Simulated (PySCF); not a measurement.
**SiH2OF2 (SMILES O[SiH](F)F): MP2/cc-pVTZ**

What is the energy change on altering one bond length of SiH2OF2 at MP2/cc-pVTZ? 

The results are computed with PySCF 2.14.0.

7 further runs of the same task are left out: 2 that didn't finish, 5 set aside as unsound or not needed.

**1. The molecule**

SiH2OF2: 6 atoms, total charge 0, spin state singlet. SMILES: `O[SiH](F)F`. The shape is that of a PBE0-D4/def2-TZVP optimisation. This is one conformer, not always the lowest.

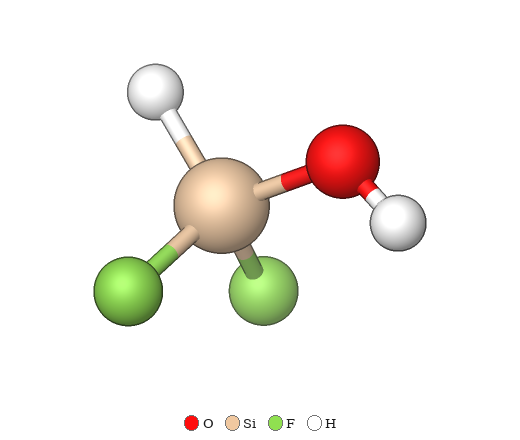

The structure, seen from a chosen angle (oxygen red, silicon light orange, fluorine green, hydrogen white).

**2. A single-point energy at MP2/cc-pVTZ**

job.py

```python
from pyscf import gto, scf, mp

mol = gto.M(
    atom='''
O      0.027700     1.137900    -0.556400
Si     0.121400    -0.236200     0.285200
F      0.731800    -1.405100    -0.592400
F     -1.315500    -0.739700     0.722100
H     -0.477400     1.183000    -1.369500
H      0.954100    -0.003800     1.464900
''',
    basis='cc-pvtz',
    spin=0,
    max_memory=1860,
    verbose=3,
)

mf = scf.RHF(mol)
mf.kernel()

pt = mp.MP2(mf).run()
e_final = pt.e_tot
print('Final energy', e_final)
```

The run is started by

```
$ OMP_NUM_THREADS=1 python job.py
```

The log of the run:

```text
converged SCF energy = -564.160842713772
E(RMP2) = -565.120132429319  E_corr = -0.959289715546959
E(SCS-RMP2) = -565.097650870465  E_corr = -0.936808156693341
Final energy -565.1201324293191
```

Run time: 11 s. Hardware: 1 thread of Intel Xeon Platinum 8259CL at 2.50GHz (Skylake/Cascade Lake), shared host; peak memory 0.92 GiB.

**3. The distorted shape at the same level**

calc.py

```python
from pyscf import gto, scf, mp

molecule = gto.M(
    atom='''
O    0.386925   1.263775  -0.665625
Si   0.480625  -0.110325   0.175975
F    1.091025  -1.279225  -0.701625
F   -1.315500  -0.739700   0.722100
H   -0.118175   1.308875  -1.478725
H    1.313325   0.122075   1.355675
''',
    basis='cc-pvtz',
    verbose=3,
    charge=0,
    max_memory=1860,
)

hf = scf.RHF(molecule)
hf.kernel()

pt = mp.MP2(hf).run()
energy = pt.e_tot
print(f'total energy: {energy:.8f} hartree')
```

The run is started by

```
$ OMP_NUM_THREADS=1 python calc.py
```

The log of the run:

```text
converged SCF energy = -564.097054228856
E(RMP2) = -565.067460700042  E_corr = -0.970406471185689
E(SCS-RMP2) = -565.045000721162  E_corr = -0.947946492305722
total energy: -565.06746070 hartree
```

Run time: 11 s. Hardware: 1 thread of Intel Xeon Platinum 8259CL at 2.50GHz (Skylake/Cascade Lake), shared host; peak memory 0.92 GiB.

**4. Summary of results**

At MP2/cc-pVTZ:

| quantity | value |
| --- | --- |
| first shape: total energy | -565.12013 Eh |
| first shape: dipole moment (Hartree–Fock density) | 1.21 D |
| first shape: HOMO energy (Hartree–Fock orbitals) | -14.76 eV |
| first shape: LUMO energy (Hartree–Fock orbitals) | 3.66 eV |
| first shape: HOMO–LUMO gap (Hartree–Fock orbitals) | 18.42 eV |
| first shape: correlation energy | -959.3 mEh |
| distorted shape: total energy | -565.06746 Eh |
| distorted shape: dipole moment (Hartree–Fock density) | 2.73 D |
| distorted shape: HOMO energy (Hartree–Fock orbitals) | -15.05 eV |
| distorted shape: LUMO energy (Hartree–Fock orbitals) | 3.21 eV |
| distorted shape: HOMO–LUMO gap (Hartree–Fock orbitals) | 18.26 eV |
| distorted shape: correlation energy | -970.4 mEh |
| energy change with the Si2–F4 bond stretched from 1.584 to 1.980 Å | 1.433 eV |

**Reading.** With the Si2–F4 bond stretched from 1.584 to 1.980 Å the energy rises by 1.43 eV (33 kcal/mol). The first shape isn't relaxed at this level, so the change isn't measured from a minimum. Mulliken charges (distorted shape) of the mean-field density run from -0.55 on F4 to +1.04 on Si2; they depend strongly on the basis.
